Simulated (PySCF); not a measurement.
# One shape, several levels: CH8GeSSi (SMILES [SiH3][GeH2][CH2]S)

Aim: a comparison of 6 runs (HF/3-21G, HF/def2-SVP, TPSSh/6-31G, B3LYP/6-31G*, PBE0/def2-SVP) of CH8GeSSi. The job is set up through a Python script.

The calculation is run with PySCF 2.14.0.

1 further run of the same task is left out (set aside as unsound or not needed).

## 1. The molecule

The species is CH8GeSSi (12 atoms), meant as a singlet with charge 0. SMILES: `[SiH3][GeH2][CH2]S`. The shape is that of a PBE0-D4/def2-TZVP optimisation. This is one conformer, not always the lowest.

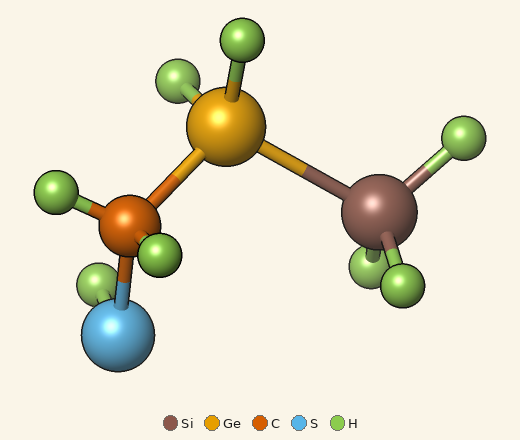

Viewed from a chosen angle; silicon brown, germanium amber, carbon orange, sulfur blue, hydrogen green.

## 2. Energy and gradient at HF/3-21G (run 1)

input.py reads:

```python
# [SiH3][GeH2][CH2]S
from pyscf import gto

mol = gto.Mole()
mol.atom = '''
Si  -1.306800   1.380000  -0.418500
Ge   0.070900   0.084400   1.028000
C    1.442200  -0.815000  -0.061800
S    0.708200  -1.700600  -1.456700
H   -0.450300   2.052700  -1.431200
H   -2.025800   2.421000   0.365000
H   -2.308600   0.528900  -1.108100
H   -0.751400  -1.016700   1.729600
H    0.743200   0.943400   2.120400
H    2.070700  -1.475600   0.536500
H    2.086200  -0.055400  -0.508700
H   -0.201600  -2.402100  -0.760400
'''
mol.basis = '3-21g'
mol.max_memory = 1860
mol.charge = 0
mol.verbose = 4
mol.build()

mf = mol.RHF()
mf.conv_tol = 1e-10
mf.kernel()
if not mf.converged:
    mf = mf.newton().run(mf.mo_coeff, mf.mo_occ)

etot = mf.e_tot
print('Final energy', etot)
grad = mf.nuc_grad_method().kernel()
dip = mf.dip_moment()
pop, q = mf.mulliken_pop()
```

Run with:

```console
$ OMP_NUM_THREADS=1 python input.py
```

What it wrote:

```text
PySCF version 2.14.0

[... 66 lines left out ...]
converged SCF energy = -2790.56611845984
Final energy -2790.5661184598443
[... 11 lines left out ...]
Dipole moment(X, Y, Z, Debye):  0.20648,  0.19166,  1.73295
[... 86 lines left out ...]
charge of   11H =      0.07143
```

Wall time 6 s (1 thread of Intel Xeon at 2.70GHz, shared host); peak memory 0.15 GiB.

## 3. Energy and gradient at HF/def2-SVP (run 2)

input.py reads:

```python
import pyscf.grad
from pyscf import gto, scf

mol = gto.Mole()
mol.atom = [
    ('Si', (-1.306800, 1.380000, -0.418500)),
    ('Ge', (0.070900, 0.084400, 1.028000)),
    ('C', (1.442200, -0.815000, -0.061800)),
    ('S', (0.708200, -1.700600, -1.456700)),
    ('H', (-0.450300, 2.052700, -1.431200)),
    ('H', (-2.025800, 2.421000, 0.365000)),
    ('H', (-2.308600, 0.528900, -1.108100)),
    ('H', (-0.751400, -1.016700, 1.729600)),
    ('H', (0.743200, 0.943400, 2.120400)),
    ('H', (2.070700, -1.475600, 0.536500)),
    ('H', (2.086200, -0.055400, -0.508700)),
    ('H', (-0.201600, -2.402100, -0.760400)),
]
mol.basis = 'def2-svp'
mol.max_memory = 1860
mol.verbose = 4
mol.charge = 0
mol.build()

mf = scf.RHF(mol)
mf.conv_tol = 1e-10
mf.kernel()
if not mf.converged:
    mf = mf.newton().run(mf.mo_coeff, mf.mo_occ)

etot = mf.e_tot
print('Final energy', etot)
grad = mf.Gradients().kernel()
mf.analyze()
```

Run with:

```console
$ OMP_NUM_THREADS=1 python input.py
```

What it wrote:

```text
PySCF version 2.14.0

[... 101 lines left out ...]
MO #12  energy= -6.64365652920317  occ= 2
[... 21 lines left out ...]
MO #34  energy= -0.483665803924752 occ= 2
[... 21 lines left out ...]
MO #56  energy= 0.491262961739455  occ= 0
[... 21 lines left out ...]
MO #78  energy= 1.01004716837873   occ= 0
[... 21 lines left out ...]
MO #100 energy= 1.9545489110141    occ= 0
[... 21 lines left out ...]
MO #122 energy= 3.28493643754829   occ= 0
[... 137 lines left out ...]
Dipole moment(X, Y, Z, Debye):  0.30825,  0.01312,  1.16703
```

Wall time 42 s (1 thread of Intel Xeon at 2.70GHz, shared host); peak memory 0.33 GiB.

Runs 3 to 4 aren't shown in full; the table further down has their settings and results.

## 4. Energy and gradient at B3LYP/6-31G(d) (Cartesian functions) (run 5)

start.xyz reads:

```xyz
12
CH8GeSSi
Si    -1.306800     1.380000    -0.418500
Ge     0.070900     0.084400     1.028000
C      1.442200    -0.815000    -0.061800
S      0.708200    -1.700600    -1.456700
H     -0.450300     2.052700    -1.431200
H     -2.025800     2.421000     0.365000
H     -2.308600     0.528900    -1.108100
H     -0.751400    -1.016700     1.729600
H      0.743200     0.943400     2.120400
H      2.070700    -1.475600     0.536500
H      2.086200    -0.055400    -0.508700
H     -0.201600    -2.402100    -0.760400
```

run.py reads:

```python
# [SiH3][GeH2][CH2]S
from pyscf import gto, dft

mol = gto.M(
    atom='start.xyz',
    cart=True,
    verbose=4,
    charge=0,
    max_memory=1860,
    basis='6-31g*',
)

calc0 = dft.RKS(mol)
calc0.xc = 'b3lyp'
calc0.grids.level = 5
calc0.conv_tol = 1e-10
calc0.kernel()
if not calc0.converged:
    calc0 = calc0.newton().run(calc0.mo_coeff, calc0.mo_occ)

etot = calc0.e_tot
print('E = %.10f Eh' % etot)
grad = calc0.nuc_grad_method().kernel()
calc0.analyze()
```

Run with:

```console
$ OMP_NUM_THREADS=1 python run.py
```

What it wrote:

```text
PySCF version 2.14.0

[... 112 lines left out ...]
MO #9   energy= -7.94445845962885  occ= 2
[... 18 lines left out ...]
MO #28  energy= -0.566950059177803 occ= 2
[... 18 lines left out ...]
MO #47  energy= 0.109162965069508  occ= 0
[... 18 lines left out ...]
MO #66  energy= 0.58967006861866   occ= 0
[... 18 lines left out ...]
MO #85  energy= 1.1621481701965    occ= 0
[... 18 lines left out ...]
MO #104 energy= 86.704217146373    occ= 0
[... 119 lines left out ...]
Dipole moment(X, Y, Z, Debye):  0.31978,  0.06779,  1.17156
```

Run time: 86 s. Hardware: 1 thread of Intel Xeon at 2.70GHz, shared host; peak memory 1 GiB.

## 5. Energy and forces at PBE0/def2-SVP (run 6)

input.xyz reads:

```xyz
12

Si    -1.306800     1.380000    -0.418500
Ge     0.070900     0.084400     1.028000
C      1.442200    -0.815000    -0.061800
S      0.708200    -1.700600    -1.456700
H     -0.450300     2.052700    -1.431200
H     -2.025800     2.421000     0.365000
H     -2.308600     0.528900    -1.108100
H     -0.751400    -1.016700     1.729600
H      0.743200     0.943400     2.120400
H      2.070700    -1.475600     0.536500
H      2.086200    -0.055400    -0.508700
H     -0.201600    -2.402100    -0.760400
```

job.py reads:

```python
import pyscf.grad
from pyscf import gto, dft

molecule = gto.M(
    atom='input.xyz',
    basis='def2-svp',
    charge=0,
    verbose=4,
    max_memory=1860,
)

mf = dft.RKS(molecule)
mf.xc = 'pbe0'
mf.grids.level = 5
mf.conv_tol = 1e-10
mf.kernel()
if not mf.converged:
    mf = mf.newton().run(mf.mo_coeff, mf.mo_occ)

etot = mf.e_tot
print(f'total energy: {etot:.8f} hartree')
grad = mf.Gradients().kernel()
mf.analyze()
```

Run with:

```console
$ OMP_NUM_THREADS=1 python job.py
```

What it wrote:

```text
PySCF version 2.14.0

[... 113 lines left out ...]
MO #12  energy= -5.94599512613715  occ= 2
[... 21 lines left out ...]
MO #34  energy= -0.359962048425028 occ= 2
[... 21 lines left out ...]
MO #56  energy= 0.342321530389155  occ= 0
[... 21 lines left out ...]
MO #78  energy= 0.789596395277661  occ= 0
[... 21 lines left out ...]
MO #100 energy= 1.69205482349629   occ= 0
[... 21 lines left out ...]
MO #122 energy= 2.9493116636457    occ= 0
[... 137 lines left out ...]
Dipole moment(X, Y, Z, Debye):  0.34318, -0.12088,  1.03375
```

Run time: 78 s. Hardware: 1 thread of Intel Xeon at 2.70GHz, shared host; peak memory 1.3 GiB.

## 6. Overview of the runs

```
run                               level  integration grid  Cartesian functions   energy (Eh)  dipole moment (D)  HOMO energy (eV)  LUMO energy (eV)  wall time
  1                            HF/3-21G                 –                   no  -2790.566118               1.76             -9.73              3.44        6 s
  2                         HF/def2-SVP                 –                   no  -2803.834231               1.21             -9.57              3.37       42 s
  3                         TPSSh/6-31G                 5                   no  -2807.140640               1.53             -6.17             -0.11      100 s
  4  B3LYP/6-31G* (spherical functions)                 5                   no  -2807.348805               1.22             -6.44             -0.02       76 s
  5  B3LYP/6-31G* (Cartesian functions)                 5                  yes  -2807.359149               1.22             -6.45             -0.03       86 s
  6                       PBE0/def2-SVP                 5                   no  -2806.510149               1.10             -6.72              0.19       78 s
```

## 7. What came out

| quantity | value |
| --- | --- |
| run 6: total energy | -2806.51015 Eh |
| run 6: dipole moment | 1.10 D |
| run 6: HOMO energy | -6.72 eV |
| run 6: LUMO energy | 0.19 eV |
| run 6: HOMO–LUMO gap | 6.90 eV |
| run 6: largest force on an atom | 0.347 eV/Å |

The dipole moment (its size) runs from 1.10 D (PBE0/def2-SVP) to 1.76 D (HF/3-21G). The two ends differ in method and basis. The HOMO–LUMO gap runs from 6.06 eV (TPSSh/6-31G) to 13.17 eV (HF/3-21G). Totals of different functionals can't be ranked against each other. All runs together took 6.5 min, the longest 100 s.
